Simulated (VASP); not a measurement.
Band structure of HoRu2P2 (space group I4/mmm). These are PBEsol GGA, VASP's PBE PAW potentials (set 64) (plane waves; VASP) values and carry that method's errors.

The 4f electrons are frozen in the core of the lanthanide potential, so 4f levels, which can set the real gap, and their magnetism are missing.

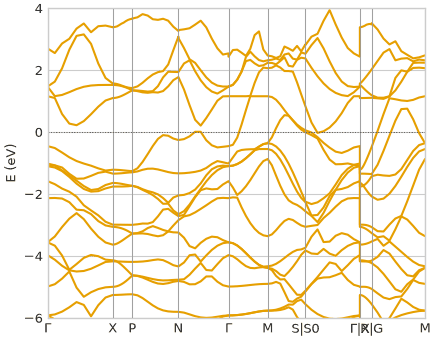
Figure: Bands along high-symmetry lines, zero at the valence-band maximum or, without a gap, the Fermi level

Read the plot: is there a gap, and where are the band edges?

It has no gap at this level: it comes out as a metal or semimetal. (Edges off the drawn lines would not show.)

The structure comes from a computed database's HoRu2P2 entry (I4/mmm); how it stands against other phases isn't given here. It was relaxed first. The electron count is odd and the run is not spin-polarised, which forces a metal.
